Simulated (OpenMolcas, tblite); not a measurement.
## A ladder of methods for AlGeH4Cl (SMILES [Cl][AlH][GeH3])

AlGeH4Cl: 7 atoms, total charge 0, spin state singlet. SMILES: `[Cl][AlH][GeH3]`. Geometry: relaxed at PBE0-D4/def2-TZVP.

```xyz
7

Cl   -2.4993   -1.5272   -0.1269
Al   -0.4254   -1.3147    0.1445
Ge    0.5011    0.9598   -0.0933
H     0.3795   -2.6320    0.4800
H     0.2257    1.5225   -1.4999
H    -0.1440    1.9264    0.9168
H     2.0237    0.9973    0.1331
```

Each level gives the energy change with the Al2–Ge3 bond stretched from 2.467 to 2.838 Å (eV). The values are calculated.

```tsv
level	kind	program	value (eV)	less CCSD(T)/def2-SVP	CPU time (all runs)
GFN1-xTB	semi-empirical	tblite	0.48	+0.10	under 2 s
HF/def2-SVP (unrestricted)	Hartree–Fock	OpenMolcas	0.35	-0.03	21 s
SVWN5/def2-SVP (restricted)	LDA	OpenMolcas	0.44	+0.06	47 s
BLYP/def2-SVP (restricted)	GGA	OpenMolcas	0.30	-0.08	61 s
revPBE/def2-SVP (restricted)	GGA	OpenMolcas	0.31	-0.07	58 s
r2SCAN/def2-SVP (restricted)	meta-GGA	OpenMolcas	0.40	+0.02	79 s
BHLYP/def2-SVP (restricted)	global hybrid	OpenMolcas	0.40	+0.02	54 s
B2PLYP/def2-SVP (restricted)	double hybrid	OpenMolcas	0.39	+0.01	48 s
MP2/def2-SVP (restricted)	perturbation theory	OpenMolcas	0.41	+0.03	18 s
CCSD(T)/def2-SVP (restricted)	coupled cluster or CI	OpenMolcas	0.38	0.00	2.3 min
```

Differences are taken from CCSD(T)/def2-SVP (restricted) for orientation; it has basis-set and higher-order errors of its own. All-electron rows without a relativistic Hamiltonian named are non-relativistic. The first shape isn't each level's own minimum. The values span 0.30 to 0.48 eV. In the correlated wave-function rows the outer d shell of Ge is correlated, in sets not made for it. CPU times are rough (shared hosts, several kinds of processor and program).

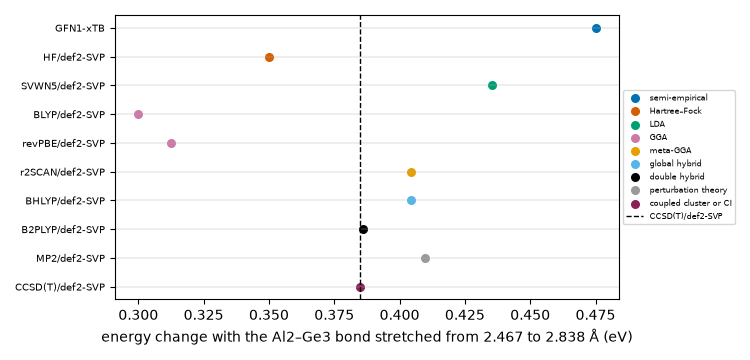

The values of the table, level by level.
